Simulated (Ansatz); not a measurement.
**Si2NH6 (SMILES N[SiH][SiH3]) at UB3LYP/6-31G(d) (spherical functions)**

Aim: the electronic atomisation energy of Si2NH6 at UB3LYP/6-31G* (spherical functions), from 4 runs. 

The calculation is run with Ansatz 0.2.0.

31 further runs of the same task are left out: 31 set aside as unsound or not needed.

### 1 The structure to begin with

Si2NH6 has 9 atoms, charge 0, and is taken as a doublet. As SMILES, `N[SiH][SiH3]`. The shape is that of a PBE0-D4/def2-TZVP optimisation. This is one conformer, not always the lowest.

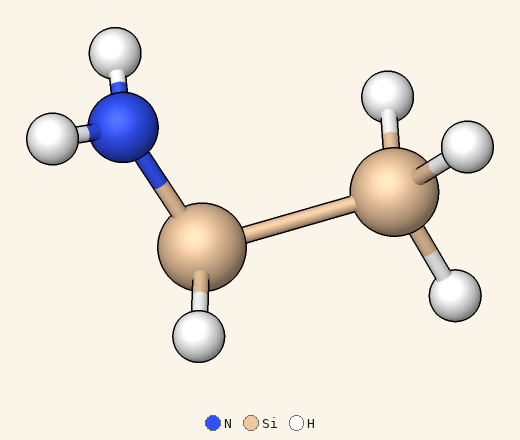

Viewed from a chosen angle; nitrogen blue, silicon light orange, hydrogen white.

### 2 The energy at UB3LYP/6-31G(d) (spherical functions)

The input, in.yaml:

```yaml
crystal:
  periodic: [false, false, false]
  atoms:
    - {symbol: "N", position_ang: [-0.800100, 0.840300, -1.401300]}
    - {symbol: Si, position_ang: [-0.412600, 0.902100, 0.278900]}
    - {symbol: Si, position_ang: [0.627800, -1.077000, 0.962500]}
    - {symbol: H, position_ang: [-1.356700, 0.089900, -1.777700]}
    - {symbol: H, position_ang: [-0.920900, 1.689300, -1.930000]}
    - {symbol: H, position_ang: [0.461600, 2.102100, 0.448200]}
    - {symbol: H, position_ang: [1.938500, -1.353900, 0.307200]}
    - {symbol: H, position_ang: [-0.282400, -2.217000, 0.659800]}
    - {symbol: H, position_ang: [0.833300, -1.021900, 2.435300]}
basis:
  gaussian:
    orbitals: 6-31G_st_-spherical.json
magnetization:
  spin_polarized: true
  initial_magnetization: 1
hamiltonian:
  xc: {name: B3LYP}
accuracy: high
output: {orbitals: {seedname: orbitals}}
```

The basis set 6-31G* is read from a file made from the Basis Set Exchange's data (not shown).

Started as:

```sh
ansatz run in.yaml --threads 1 --pin off --max-ram 3480MiB --events-out events.jsonl --progress --plain --runs-dir runs
```

Standard output:

```text
Warning: RAYON_NUM_THREADS=1 ignored (pool sized by the plan → 1); use --threads N
Functional definition: B3LYP
  name "B3LYP"
  parameter a0 = 0.2
  parameter ax = 0.72
  parameter ac = 0.81
  exchange = (1 - a0 - ax)*slater_x + ax*b88_x + a0*exact_x
  correlation = (1 - ac)*vwn_rpa_c + ac*lyp_c
1420 factors; integrals over basis functions are off by at most 3.5e-9 eV
mean field evaluation 1: about -17336.2240 eV, gradient 3.7e1 eV
mean field evaluation 2: about -17321.1778 eV, gradient 6.4e1 eV
mean field evaluation 4: about -17341.9646 eV, gradient 1.7e0 eV
mean field evaluation 8: about -17342.1529 eV, gradient 1.2e-1 eV
mean field evaluation 16: about -17342.1530 eV, gradient 9.8e-5 eV
mean field -17342.15303671 eV, -637.3123691655 hartree, gradient 9.1e-8 eV, S^2 0.752531; 0 other end points of the search recorded, 0 dependent functions left out
reference -17342.15307934 eV, -637.3123707322 hartree; 21, 20 occupied and 41, 42 virtual orbitals, 1420 factors
Total energy: -17342.15307934 eV, -637.3123707322 hartree
```

Run time: 4.8 s. Hardware: 1 thread of Intel Xeon 6975P-C (Granite Rapids), shared host; peak memory 0.29 GiB.

### 3 The H atom, same level

The input, run.yaml:

```yaml
basis:
  gaussian: {orbitals: "6-31G*"}
crystal:
  periodic: [false, false, false]
  atoms:
    - {symbol: H, position_ang: [0.000000, 0.000000, 0.000000]}
magnetization: {spin_polarized: true, initial_magnetization: 1}
hamiltonian: {xc: {name: B3LYP}}
accuracy: high
```

Run the same way, it converges to -0.50027 Eh (log not shown).

### 4 The N atom

The input, run.yaml:

```yaml
crystal:
  periodic: [false, false, false]
  atoms:
    - {symbol: N, position_ang: [0.000000, 0.000000, 0.000000]}
basis:
  gaussian:
    orbitals: 6-31G_st_-spherical.json
magnetization:
  spin_polarized: true
  initial_magnetization: 3
hamiltonian:
  xc: {name: B3LYP}
accuracy: high
```

The basis set 6-31G* is read from a file made from the Basis Set Exchange's data (not shown).

Started as:

```sh
ansatz run run.yaml --threads 1 --pin off --max-ram 3480MiB --events-out events.jsonl --progress --plain --runs-dir runs
```

Standard output, cut to the lines that bear on the results:

```text
Warning: RAYON_NUM_THREADS=1 ignored (pool sized by the plan → 1); use --threads N
[... 7 set-up lines as earlier in the session ...]
96 factors; integrals over basis functions are off by at most 1.9e-9 eV
mean field evaluation 1: about -1485.1541 eV, gradient 5.0e0 eV
mean field evaluation 2: about -1485.2368 eV, gradient 2.8e0 eV
mean field evaluation 4: about -1485.2760 eV, gradient 7.0e-2 eV
mean field evaluation 8: about -1485.2757 eV, gradient 1.0e-4 eV
mean field -1485.27568097 eV, -54.5828745195 hartree, gradient 2.5e-9 eV, S^2 3.752147; 0 other end points of the search recorded, 0 dependent functions left out
reference -1485.27569590 eV, -54.5828750685 hartree; 5, 2 occupied and 9, 12 virtual orbitals, 96 factors
Total energy: -1485.27569590 eV, -54.5828750685 hartree
```

It took 0.16 s on 1 thread of Intel Xeon 6975P-C (Granite Rapids), shared host.

### 5 The Si atom, same level

The input, run.yaml:

```yaml
crystal:
  periodic: [false, false, false]
  atoms:
    - symbol: Si
      position_ang: [0.000000, 0.000000, 0.000000]
basis:
  gaussian: {orbitals: 6-31G_st_-spherical.json}
magnetization: {spin_polarized: true, initial_magnetization: 2}
hamiltonian: {xc: {name: B3LYP}}
accuracy: high
```

The basis set 6-31G* is read from a file made from the Basis Set Exchange's data (not shown).

Run the same way, it converges to -289.36979 Eh (log not shown).

### 6 What came out

At UB3LYP/6-31G* (spherical functions):

| quantity | value |
| --- | --- |
| molecule: total energy | -637.31237 Eh |
| molecule: HOMO energy (highest over α and β) | -4.70 eV |
| molecule: LUMO energy (lowest over α and β) | -2.06 eV |
| molecule: ⟨S²⟩ | 0.753 |
| H atom: total energy | -0.50027 Eh |
| H atom: ⟨S²⟩ | 0.750 |
| N atom: total energy | -54.58288 Eh |
| N atom: ⟨S²⟩ | 3.752 |
| Si atom: total energy | -289.36979 Eh |
| Si atom: ⟨S²⟩ | 2.002 |
| electronic atomisation energy | 26.892 eV |

In words: Taking the molecule apart into free atoms costs 26.89 eV (620 kcal/mol), before zero-point energy and without spin-orbit coupling.
